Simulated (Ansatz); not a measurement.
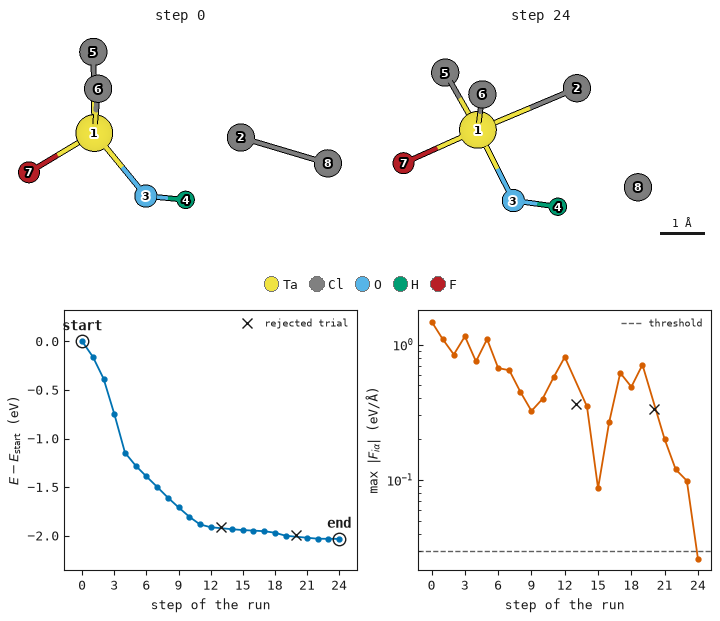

First and last geometry of a relaxation of TaHOCl$_{4}$F (multiplicity 2), with the history of the run. Style: ball-and-stick. Shown at a tilt.

The run prepares an end point of a later path (reaction) calculation, from a guessed geometry.

Level of theory: UKS PBE/def2-SVP (Ansatz 0.2.0). (collinear spin; force threshold 0.03 eV/Å; at most 50 steps)

> Read the history and describe the run.

It converged. The energy falls by 2.033 eV in 22 accepted moves (24 points after the start). The largest force component goes from 1.5 to 0.026 eV/Å. The line search rejected the trial steps at points 13, 20 of the run. Cl8 moves most after the best rigid fit: 1.51 Å. By element the largest moves are Cl 1.51 Å, O 0.83 Å, F 0.82 Å, H 0.66 Å, Ta 0.59 Å. Some distances before and after: H4–Cl8 3.686 → 1.891 Å, Ta1–Cl2 3.660 → 2.495 Å, Cl2–Cl8 2.085 → 2.668 Å, O3–H4 0.988 → 1.037 Å. New bonds form, among them: Ta1–Cl2 (3.66 → 2.49 Å). Among the angles between lasting bonds that change: Cl6–Ta1–F7 124.9° → 93.3°, Cl5–Ta1–Cl6 100.4° → 121.6°, O3–Ta1–Cl6 101.5° → 117.5°.

Limits of the set-up: the start holds two separate molecules, 2.3 Å apart at their closest, whose relative position is a soft coordinate and is computed without a dispersion correction.
